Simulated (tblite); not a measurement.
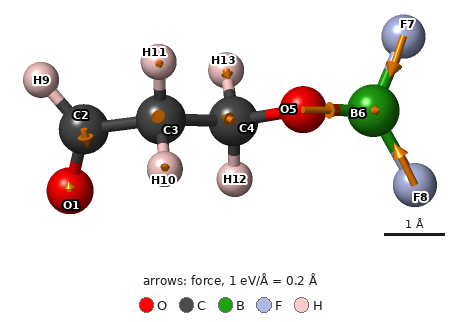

Starting geometry of C₃H₅BF₂O₂ with the computed forces as orange arrows. A ball-and-stick model, seen at a tilt.

Level of theory: tblite 0.8.0, GFN2-xTB geometry optimisation, gas phase. 

What follows when this structure is relaxed?

It isn't relaxed: the largest force vector, on F atoms, is 3.96 eV/Å. The final displacements follow the starting forces only in part (cosine between the two patterns 0.33). After 111 geometry steps the energy has fallen by 160.3 kJ/mol. The atom that moves furthest after the best rigid fit is F8 (1.53 Å). Largest moves by element: F 1.53 Å, O 1.04 Å, H 0.95 Å, C 0.50 Å, B 0.20 Å. Near-neighbour distances that change, for instance: O5–B6 1.467 → 1.316 Å, B6–F8 1.450 → 1.318 Å, B6–F7 1.445 → 1.329 Å, C4–H13 1.136 → 1.094 Å. Among the angles between lasting bonds that change: C4–O5–B6 109.0° → 125.1°, C3–C2–H9 119.1° → 113.0°, O1–C2–C3 120.6° → 125.5°. Groups turn about O5–B6 by about 90°, C4–O5 by about 70°, C2–C3 by about 65°. The run took 0.93 s on 1 thread of Arm Neoverse N1 (shared host).
